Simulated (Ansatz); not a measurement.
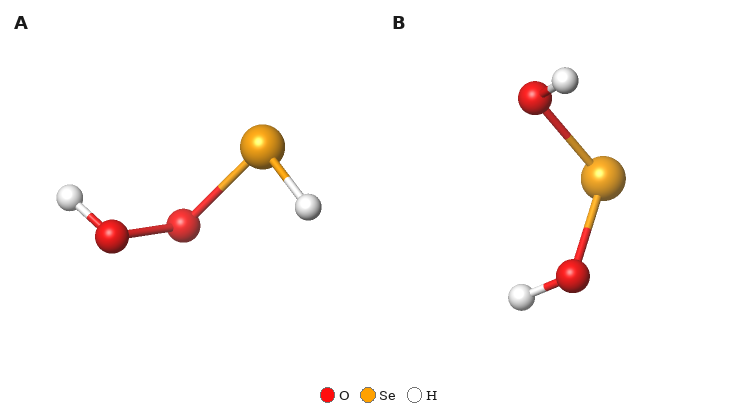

2 stationary structures of one formula. Geometries: PBE-D4/def2-SVP. Electronic energies: PBE-D4/def2-SVP (Ansatz 0.2.0), without zero-point energy. No frequency run is at hand to confirm each as a minimum.

### Rank them by energy, lowest first.

B is lowest (C2); A lies 222.1 kJ/mol above it (C1).
